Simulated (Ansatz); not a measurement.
# Run report: CH$_{10}$O$_{5}$, geometry relaxation (part 1 of 2)

System: CH$_{10}$O$_{5}$ (disordered cell, 16 atoms in the cell).
Method: DFT PBE-D3(BJ), scalar-relativistic, plane waves, PAW, no spin polarisation (Ansatz 0.2.0).

It belongs to a series of runs on one base structure; here: start relaxed.

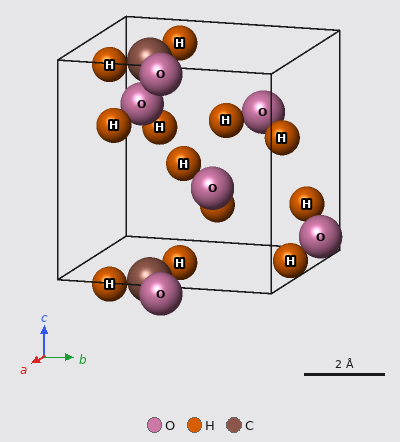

The structure as given in the input (spheres-only view of the cell of the calculation, seen slightly off an axis).

Key numbers:

```json
{"quantity": "outcome", "value": "converged"}
{"quantity": "electrons treated", "value": "44"}
{"quantity": "free energy", "value": "−3248.0819 eV"}
{"quantity": "Fermi energy", "value": "−0.639 eV"}
{"quantity": "gap on the k-point mesh", "value": "4.10 eV"}
{"quantity": "final volume", "value": "181.00 Å³"}
{"quantity": "largest force (length of the vector) at the end", "value": "0.354 eV/Å"}
{"quantity": "hardware", "value": "1 thread of Arm Neoverse V2, 24 GiB of memory available, shared host"}
{"quantity": "wall time", "value": "16 s"}
{"quantity": "peak memory", "value": "0.32 GiB"}
```

Remarks:

Warnings of the run: the exchange-correlation potential is rough where the density is thin. The k-point mesh is coarse for a cell of this size, so the results may not be converged.

Input:
```yaml
crystal:
  lattice:
    - [5.656653, 0.0, 0.0]
    - [0.0, 5.656653, 0.0]
    - [0.0, 0.0, 5.656653]
  atoms:
    - { symbol: O, position: [0.4143316, 0.5368277, 0.3344656] }
    - { symbol: H, position: [0.2797648, 0.5163692, 0.2305833] }
    - { symbol: H, position: [0.4086744, 0.399848, 0.4370465] }
    - { symbol: O, position: [0.0981575, 0.9412456, 0.0767319] }
    - { symbol: H, position: [0.155338, 0.818977, -0.0286202] }
    - { symbol: H, position: [0.0266571, 0.8545191, 0.2059004] }
    - { symbol: O, position: [0.7363549, 0.8780624, 0.7663528] }
    - { symbol: H, position: [0.8221856, 0.9939036, 0.673983] }
    - { symbol: H, position: [0.8188282, 0.7311955, 0.735587] }
    - { symbol: O, position: [0.176229, 0.1314361, 0.6455834] }
    - { symbol: H, position: [0.293669, 0.0366347, 0.5647204] }
    - { symbol: H, position: [0.0689459, 0.1795293, 0.5211018] }
    - { symbol: O, position: [1.0136327, 0.4868471, 0.9691557] }
    - { symbol: C, position: [0.8291254, 0.3768194, 0.9885343] }
    - { symbol: H, position: [0.6617829, 0.4629022, 1.0401175] }
    - { symbol: H, position: [0.8187677, 0.1847684, 0.9556146] }
basis:
  ecutwfc: 420.0
kpoints:
  mp_grid: { grid: [1, 1, 1] }
hamiltonian:
  xc: pbe
  dispersion: d3bj
scf:
  occupations: { method: fermi_dirac, width: 0.02 }
  lower_state_search: "off"
relax:
  f_tol: 0.3
  max_steps: 15
  adjacent_minimum: "off"
output:
  write_density: true
  write_potential: true
  elf: true
  volumetric_format: npy
```

Command:
```bash
ansatz run input.yaml --threads 1 --pin off --max-ram 3072MiB --backend cpu --events-out ev --progress --plain --runs-dir out
```

What the program printed:
```
Engine: ansatz 0.2.0, aarch64-unknown-linux-gnu
Pseudopotentials: kind: paw
Pseudopotential: O, paw, valence charge 6, recommended cutoff 420 eV (normal), O.paw.azcp
Pseudopotential: H, paw, valence charge 1, recommended cutoff 420 eV (normal), H.paw.azcp
Pseudopotential: C, paw, valence charge 4, recommended cutoff 420 eV (normal), C.paw.azcp
Functional definition: PBE
  parameter kappa = 0.804
  parameter beta = 0.06672455060314922
  exchange = pbe_x(kappa = kappa, mu = beta*pi^2/3)
  correlation = pbe_c(beta = beta)
Crystal: 16 atoms, lattice volume = 181.000 Å³
Basis set: ecut = 420 eV, 3575 PW (Γ), exchange–correlation on 80×80×80 points (8 copies of the dense FFT grid, shifted against one another)
Bands: 38, of which v1, the nominal top of the filled ones, is band 22 counted from 1 (21 counted from 0)
Symmetry: 1 space group operations
Space group: P1 (ITA 1), of the structure as read, at distance tolerance 5.7e-5 Å
k-points: 1
Non-local potential: O, projectors of the file, l = 0: 2, l = 1: 2, l = 2: 1
Non-local potential: H, projectors of the file, l = 0: 2, l = 1: 1
Non-local potential: C, projectors of the file, l = 0: 2, l = 1: 2, l = 2: 1
PAW form: soft (Blöchl's): semilocal exchange-correlation on the pseudo side does not see the compensation charge
PAW one-centre angular grid: O, 110 points (default); XC on 64 Gauss nodes
PAW one-centre angular grid: H, 110 points (default); XC on 64 Gauss nodes
PAW one-centre angular grid: C, 110 points (default); XC on 64 Gauss nodes
Initial density: superposition of atomic densities (neutral atoms: chi_scale 0, normalization atom), corrected by the library's trained network
Initial wavefunctions: pseudopotential atomic-orbital guess
Functional: x = pbe(κ = 0.804, μ = 0.2195149727645171), c = pbe(β = 0.06672455060314922)
SCF iter   1: F=—  HF=-3246.198281 eV  |F-HF|=—  |Δ(HF+E_count)|=         —  Δρ=6.15e-3  dr2=4.02e-2  ethr=1.77e-3  ⟨swp⟩=6.0  Hψ=188  notcnv=0  defer=1
preconditioner: auto → Resta (q_TF=auto, 2.155 Å⁻¹)  ε∞=2.2  [insulator: Δε(μ)=3.054 eV  Ē_g=16.752 eV  σ=0.020 eV  W_gap=1.00  n_scr=26 (ndim 8)  ℏωp=18.3 eV  f_vac=0.294  D(μ)=0.00/eV (n_scr^D=0)  ε∞_Penn≈2.2]
SCF iter   2: F=—  HF=-3246.187279 eV  |F-HF|=—  |Δ(HF+E_count)|=   1.10e-2  Δρ=3.05e-3  dr2=9.53e-3  ethr=9.14e-5  ⟨swp⟩=2.0  Hψ=65  notcnv=0  defer=8
SCF iter   3: F=—  HF=-3246.185696 eV  |F-HF|=—  |Δ(HF+E_count)|=   1.58e-3  Δρ=1.25e-3  dr2=3.02e-3  ethr=2.17e-5  ⟨swp⟩=2.0  Hψ=60  notcnv=0  defer=8
SCF iter   4: F=—  HF=-3246.185043 eV  |F-HF|=—  |Δ(HF+E_count)|=   6.52e-4  Δρ=3.85e-4  dr2=2.57e-4  ethr=6.86e-6  ⟨swp⟩=2.0  Hψ=60  notcnv=0  defer=8
SCF iter   5: F=—  HF=-3246.185017 eV  |F-HF|=—  |Δ(HF+E_count)|=   2.59e-5  Δρ=2.37e-4  dr2=9.35e-5  ethr=5.85e-7  ⟨swp⟩=2.0  Hψ=56  notcnv=0  defer=8
SCF iter   6: F=-3246.184989 eV  HF=-3246.184993 eV  |F-HF|=3.81e-6  |Δ(HF+E_count)|=   2.47e-5  Δρ=4.85e-5  dr2=4.73e-6  ethr=2.12e-7  ⟨swp⟩=11.0  Hψ=272  notcnv=0
SCF 1 converged in 6 iterations: F = -3246.184989 eV  dr2 = 4.73e-6
  greatest PAW one-centre occupation: 0.877 electrons in one spin orbital (limit 2), on the O atom at site 12 (counted from 0), in its partial waves of l = 0
relax step   1: F+E_penalty+E_count = -3246.18498881 eV  Δ(F+E_penalty+E_count) = +0.000e0 eV  max|allowed force component| = 1.088e0 eV/Å  Δτ_max = 0.0000 Å  (6 SCF iters, dr2 threshold 1.00e-4 eV, accepted)
Initial density: handed on by an earlier stage of this run
Initial wavefunctions: those handed on with the density
iter 1 solved again at ethr=7.91e-4 eV; its pass at ethr=3.10e-3 eV (dr2=3.48e-1 eV) is discarded
SCF iter   1: F=—  HF=-3246.641633 eV  |F-HF|=—  |Δ(HF+E_count)|=         —  Δρ=2.41e-2  dr2=3.48e-1  ethr=7.91e-4  ⟨swp⟩=1.0  Hψ=188  notcnv=0  defer=8
preconditioner: auto → Resta (q_TF=auto, 2.155 Å⁻¹)  ε∞=2.2  [insulator: Δε(μ)=3.055 eV  Ē_g=16.578 eV  σ=0.020 eV  W_gap=1.00  n_scr=26 (ndim 8)  ℏωp=18.3 eV  f_vac=0.291  D(μ)=0.00/eV (n_scr^D=0)  ε∞_Penn≈2.2]
SCF iter   2: F=—  HF=-3246.596594 eV  |F-HF|=—  |Δ(HF+E_count)|=   4.50e-2  Δρ=1.18e-2  dr2=7.59e-2  ethr=7.91e-4  ⟨swp⟩=2.0  Hψ=44  notcnv=0  defer=8
SCF iter   3: F=—  HF=-3246.597389 eV  |F-HF|=—  |Δ(HF+E_count)|=   7.95e-4  Δρ=3.03e-3  dr2=1.10e-2  ethr=1.73e-4  ⟨swp⟩=2.0  Hψ=52  notcnv=0  defer=8
SCF iter   4: F=—  HF=-3246.594823 eV  |F-HF|=—  |Δ(HF+E_count)|=   2.57e-3  Δρ=6.75e-4  dr2=4.87e-4  ethr=2.50e-5  ⟨swp⟩=2.0  Hψ=73  notcnv=0  defer=8
SCF iter   5: F=—  HF=-3246.594894 eV  |F-HF|=—  |Δ(HF+E_count)|=   7.11e-5  Δρ=1.58e-4  dr2=4.34e-5  ethr=1.11e-6  ⟨swp⟩=2.0  Hψ=43  notcnv=0  defer=8
SCF iter   6: F=—  HF=-3246.595034 eV  |F-HF|=—  |Δ(HF+E_count)|=   1.40e-4  Δρ=1.21e-4  dr2=2.26e-5  ethr=9.86e-8  ⟨swp⟩=2.0  Hψ=52  notcnv=0  defer=8
SCF iter   7: F=—  HF=-3246.595030 eV  |F-HF|=—  |Δ(HF+E_count)|=   3.56e-6  Δρ=3.15e-5  dr2=1.67e-6  ethr=5.13e-8  ⟨swp⟩=2.0  Hψ=52  notcnv=0  defer=8
SCF iter   8: F=—  HF=-3246.595031 eV  |F-HF|=—  |Δ(HF+E_count)|=   1.24e-7  Δρ=1.31e-5  dr2=2.96e-7  ethr=3.81e-9  ⟨swp⟩=2.0  Hψ=52  notcnv=0  defer=8
SCF iter   9: F=-3246.595031 eV  HF=-3246.595031 eV  |F-HF|=1.53e-8  |Δ(HF+E_count)|=   2.95e-8  Δρ=3.58e-6  dr2=2.37e-8  ethr=2.27e-10  ⟨swp⟩=9.0  Hψ=193  notcnv=0
SCF 2 converged in 9 iterations: F = -3246.595031 eV  dr2 = 2.37e-8
relax step   2: F+E_penalty+E_count = -3246.59503057 eV  Δ(F+E_penalty+E_count) = -4.100e-1 eV  max|allowed force component| = 1.213e0 eV/Å  Δτ_max = 0.1969 Å  (9 SCF iters, accepted)
iter 1 solved again at ethr=1.23e-3 eV; its pass at ethr=3.10e-3 eV (dr2=5.40e-1 eV) is discarded
SCF iter   1: F=—  HF=-3246.506255 eV  |F-HF|=—  |Δ(HF+E_count)|=         —  Δρ=3.05e-2  dr2=5.52e-1  ethr=1.23e-3  ⟨swp⟩=1.0  Hψ=189  notcnv=0  defer=1
preconditioner: auto → Resta (q_TF=auto, 2.155 Å⁻¹)  ε∞=2.2  [insulator: Δε(μ)=2.658 eV  Ē_g=16.447 eV  σ=0.020 eV  W_gap=1.00  n_scr=26 (ndim 8)  ℏωp=18.3 eV  f_vac=0.283  D(μ)=0.00/eV (n_scr^D=0)  ε∞_Penn≈2.2]
SCF iter   2: F=—  HF=-3246.443987 eV  |F-HF|=—  |Δ(HF+E_count)|=   6.23e-2  Δρ=1.45e-2  dr2=1.15e-1  ethr=1.23e-3  ⟨swp⟩=2.0  Hψ=49  notcnv=0  defer=1
SCF iter   3: F=—  HF=-3246.460991 eV  |F-HF|=—  |Δ(HF+E_count)|=   1.70e-2  Δρ=6.56e-3  dr2=6.48e-2  ethr=2.62e-4  ⟨swp⟩=2.0  Hψ=60  notcnv=0  defer=7
SCF iter   4: F=—  HF=-3246.448780 eV  |F-HF|=—  |Δ(HF+E_count)|=   1.22e-2  Δρ=1.35e-3  dr2=2.21e-3  ethr=1.47e-4  ⟨swp⟩=2.0  Hψ=75  notcnv=0  defer=8
SCF iter   5: F=—  HF=-3246.449021 eV  |F-HF|=—  |Δ(HF+E_count)|=   2.41e-4  Δρ=6.13e-4  dr2=5.44e-4  ethr=5.03e-6  ⟨swp⟩=2.0  Hψ=55  notcnv=0  defer=8
SCF iter   6: F=—  HF=-3246.448904 eV  |F-HF|=—  |Δ(HF+E_count)|=   1.16e-4  Δρ=1.46e-4  dr2=3.26e-5  ethr=1.24e-6  ⟨swp⟩=2.0  Hψ=47  notcnv=0  defer=8
[...]
  greatest PAW one-centre occupation: 0.876 electrons in one spin orbital (limit 2), on the O atom at site 12 (counted from 0), in its partial waves of l = 0
relax step   3: F+E_penalty+E_count = -3246.44890540 eV  Δ(F+E_penalty+E_count) = +1.461e-1 eV  max|allowed force component| = 3.377e0 eV/Å  Δτ_max = 0.1950 Å  (7 SCF iters, dr2 threshold 9.20e-5 eV, rejected (line search))
preconditioner: auto → Resta (q_TF=auto, 2.155 Å⁻¹)  ε∞=2.2  [insulator: Δε(μ)=3.101 eV  Ē_g=16.675 eV  σ=0.020 eV  W_gap=1.00  n_scr=26 (ndim 8)  ℏωp=18.3 eV  f_vac=0.288  D(μ)=0.00/eV (n_scr^D=0)  ε∞_Penn≈2.2]
relax step   4: F+E_penalty+E_count = -3246.74391693 eV  Δ(F+E_penalty+E_count) = -1.489e-1 eV  max|allowed force component| = 1.529e0 eV/Å  Δτ_max = 0.0948 Å  (9 SCF iters, accepted)
preconditioner: auto → Resta (q_TF=auto, 2.155 Å⁻¹)  ε∞=2.2  [insulator: Δε(μ)=3.201 eV  Ē_g=16.684 eV  σ=0.020 eV  W_gap=1.00  n_scr=26 (ndim 8)  ℏωp=18.3 eV  f_vac=0.285  D(μ)=0.00/eV (n_scr^D=0)  ε∞_Penn≈2.2]
  Residual-converged pass: ⟨swp⟩=1.0  Hψ=42  notcnv=0  max |occ|·‖R‖ = 6.2e-9 eV (tolerance 1.0e-8 eV)  dr2=1.67e-6  dr2_onsite=3.23e-8  max |Δocc| = 0.0e0
relax step   5: F+E_penalty+E_count = -3246.91953231 eV  Δ(F+E_penalty+E_count) = -1.756e-1 eV  max|allowed force component| = 1.011e0 eV/Å  Δτ_max = 0.0962 Å  (7 SCF iters, dr2 threshold 1.00e-4 eV, accepted)
preconditioner: auto → Resta (q_TF=auto, 2.155 Å⁻¹)  ε∞=2.2  [insulator: Δε(μ)=3.251 eV  Ē_g=16.732 eV  σ=0.020 eV  W_gap=1.00  n_scr=26 (ndim 8)  ℏωp=18.3 eV  f_vac=0.283  D(μ)=0.00/eV (n_scr^D=0)  ε∞_Penn≈2.2]
relax step   6: F+E_penalty+E_count = -3247.06197145 eV  Δ(F+E_penalty+E_count) = -1.424e-1 eV  max|allowed force component| = 1.059e0 eV/Å  Δτ_max = 0.1479 Å  (6 SCF iters, dr2 threshold 1.00e-4 eV, accepted)
preconditioner: auto → Resta (q_TF=auto, 2.155 Å⁻¹)  ε∞=2.2  [insulator: Δε(μ)=3.318 eV  Ē_g=16.762 eV  σ=0.020 eV  W_gap=1.00  n_scr=26 (ndim 8)  ℏωp=18.3 eV  f_vac=0.286  D(μ)=0.00/eV (n_scr^D=0)  ε∞_Penn≈2.2]
relax step   7: F+E_penalty+E_count = -3247.19657268 eV  Δ(F+E_penalty+E_count) = -1.346e-1 eV  max|allowed force component| = 1.090e0 eV/Å  Δτ_max = 0.1950 Å  (6 SCF iters, dr2 threshold 1.00e-4 eV, accepted)
preconditioner: auto → Resta (q_TF=auto, 2.155 Å⁻¹)  ε∞=2.2  [insulator: Δε(μ)=3.408 eV  Ē_g=16.826 eV  σ=0.020 eV  W_gap=1.00  n_scr=26 (ndim 8)  ℏωp=18.3 eV  f_vac=0.288  D(μ)=0.00/eV (n_scr^D=0)  ε∞_Penn≈2.2]
relax step   8: F+E_penalty+E_count = -3247.33387996 eV  Δ(F+E_penalty+E_count) = -1.373e-1 eV  max|allowed force component| = 8.340e-1 eV/Å  Δτ_max = 0.1949 Å  (6 SCF iters, dr2 threshold 1.00e-4 eV, accepted)
preconditioner: auto → Resta (q_TF=auto, 2.155 Å⁻¹)  ε∞=2.2  [insulator: Δε(μ)=3.551 eV  Ē_g=16.896 eV  σ=0.020 eV  W_gap=1.00  n_scr=26 (ndim 8)  ℏωp=18.3 eV  f_vac=0.289  D(μ)=0.00/eV (n_scr^D=0)  ε∞_Penn≈2.2]
relax step   9: F+E_penalty+E_count = -3247.48669990 eV  Δ(F+E_penalty+E_count) = -1.528e-1 eV  max|allowed force component| = 7.765e-1 eV/Å  Δτ_max = 0.1948 Å  (7 SCF iters, dr2 threshold 1.00e-4 eV, accepted)
preconditioner: auto → Resta (q_TF=auto, 2.155 Å⁻¹)  ε∞=2.2  [insulator: Δε(μ)=3.802 eV  Ē_g=16.913 eV  σ=0.020 eV  W_gap=1.00  n_scr=26 (ndim 8)  ℏωp=18.3 eV  f_vac=0.286  D(μ)=0.00/eV (n_scr^D=0)  ε∞_Penn≈2.2]
relax step  10: F+E_penalty+E_count = -3247.64598356 eV  Δ(F+E_penalty+E_count) = -1.593e-1 eV  max|allowed force component| = 7.404e-1 eV/Å  Δτ_max = 0.2000 Å  (6 SCF iters, dr2 threshold 1.00e-4 eV, accepted)
preconditioner: auto → Resta (q_TF=auto, 2.155 Å⁻¹)  ε∞=2.2  [insulator: Δε(μ)=3.829 eV  Ē_g=16.909 eV  σ=0.020 eV  W_gap=1.00  n_scr=26 (ndim 8)  ℏωp=18.3 eV  f_vac=0.288  D(μ)=0.00/eV (n_scr^D=0)  ε∞_Penn≈2.2]
relax step  11: F+E_penalty+E_count = -3247.71141525 eV  Δ(F+E_penalty+E_count) = -6.543e-2 eV  max|allowed force component| = 1.855e0 eV/Å  Δτ_max = 0.1967 Å  (7 SCF iters, dr2 threshold 1.00e-4 eV, accepted)
preconditioner: auto → Resta (q_TF=auto, 2.155 Å⁻¹)  ε∞=2.2  [insulator: Δε(μ)=3.928 eV  Ē_g=16.964 eV  σ=0.020 eV  W_gap=1.00  n_scr=26 (ndim 8)  ℏωp=18.3 eV  f_vac=0.294  D(μ)=0.00/eV (n_scr^D=0)  ε∞_Penn≈2.2]
relax step  12: F+E_penalty+E_count = -3247.85279943 eV  Δ(F+E_penalty+E_count) = -1.414e-1 eV  max|allowed force component| = 1.284e0 eV/Å  Δτ_max = 0.2000 Å  (7 SCF iters, dr2 threshold 1.00e-4 eV, accepted)
preconditioner: auto → Resta (q_TF=auto, 2.155 Å⁻¹)  ε∞=2.2  [insulator: Δε(μ)=4.037 eV  Ē_g=16.889 eV  σ=0.020 eV  W_gap=1.00  n_scr=26 (ndim 8)  ℏωp=18.3 eV  f_vac=0.293  D(μ)=0.00/eV (n_scr^D=0)  ε∞_Penn≈2.2]
  greatest PAW one-centre occupation: 0.875 electrons in one spin orbital (limit 2), on the O atom at site 12 (counted from 0), in its partial waves of l = 0
relax step  13: F+E_penalty+E_count = -3247.91255424 eV  Δ(F+E_penalty+E_count) = -5.975e-2 eV  max|allowed force component| = 1.082e0 eV/Å  Δτ_max = 0.1965 Å  (7 SCF iters, dr2 threshold 1.00e-4 eV, accepted)
preconditioner: auto → Resta (q_TF=auto, 2.155 Å⁻¹)  ε∞=2.2  [insulator: Δε(μ)=4.045 eV  Ē_g=17.013 eV  σ=0.020 eV  W_gap=1.00  n_scr=26 (ndim 8)  ℏωp=18.3 eV  f_vac=0.296  D(μ)=0.00/eV (n_scr^D=0)  ε∞_Penn≈2.2]
relax step  14: F+E_penalty+E_count = -3248.01971648 eV  Δ(F+E_penalty+E_count) = -1.072e-1 eV  max|allowed force component| = 5.088e-1 eV/Å  Δτ_max = 0.2000 Å  (6 SCF iters, dr2 threshold 1.00e-4 eV, accepted)
preconditioner: auto → Resta (q_TF=auto, 2.155 Å⁻¹)  ε∞=2.2  [insulator: Δε(μ)=4.113 eV  Ē_g=17.047 eV  σ=0.020 eV  W_gap=1.00  n_scr=26 (ndim 8)  ℏωp=18.3 eV  f_vac=0.298  D(μ)=0.00/eV (n_scr^D=0)  ε∞_Penn≈2.2]
relax step  15: F+E_penalty+E_count = -3248.08186545 eV  Δ(F+E_penalty+E_count) = -6.215e-2 eV  max|allowed force component| = 2.603e-1 eV/Å  Δτ_max = 0.2000 Å  (9 SCF iters, accepted)
```

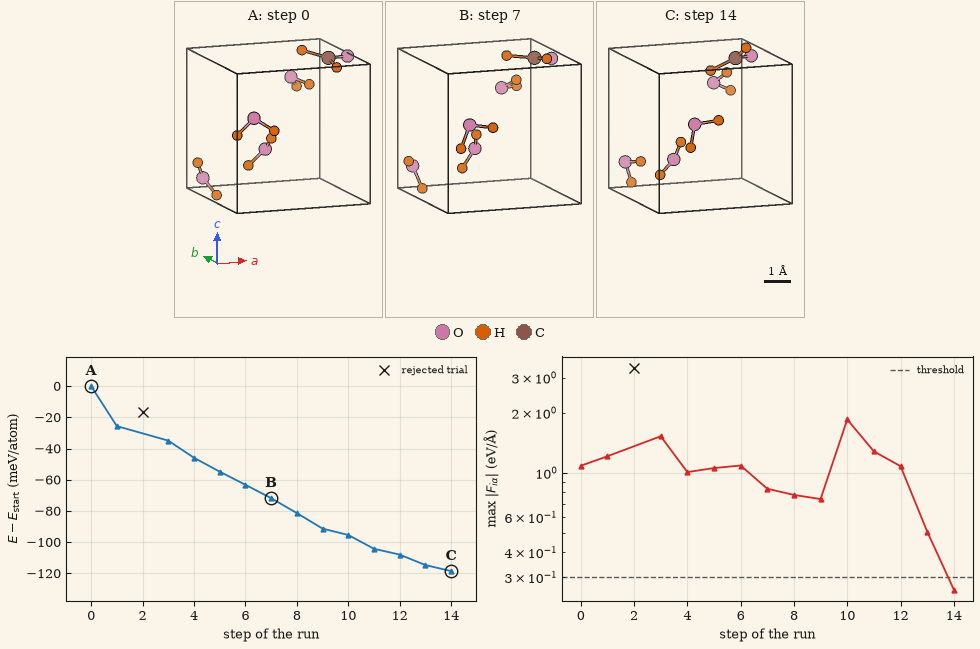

Frames of the relaxation (ball-and-stick view of the cell of the calculation, seen slightly off an axis) above the curves, on which the letters mark them (the first geometry is step 0 here and step 1 in the log).
